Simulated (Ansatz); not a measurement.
Consider ZrO2 in the fluorite structure (space group Fm-3m, No. 225; a = 5.089 Å).

Modification: full substitution Zr → Hf; the structure is relaxed again.

Method: r2SCAN, PAW, 500 eV (Ansatz, a quantum-chemistry and plane-wave program; no spin-orbit coupling).

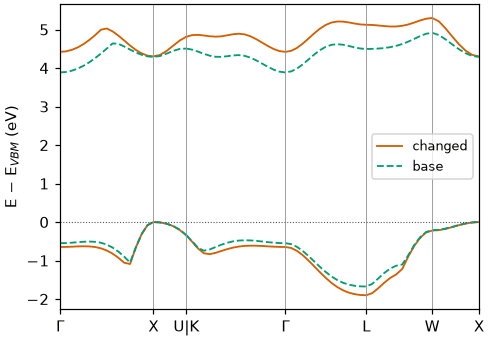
Figure. Highest valence and lowest conduction band along the path, each from its own valence-band maximum

The gap is 4.30 eV, direct at X; the base has 3.89 eV.

Spin-orbit coupling, missing from the scalar runs, can matter with Hf. No phonon test of stability was made. This is not the structure that HfO2 has at room temperature and ambient pressure. This is not the structure that ZrO2 has at room temperature and ambient pressure.
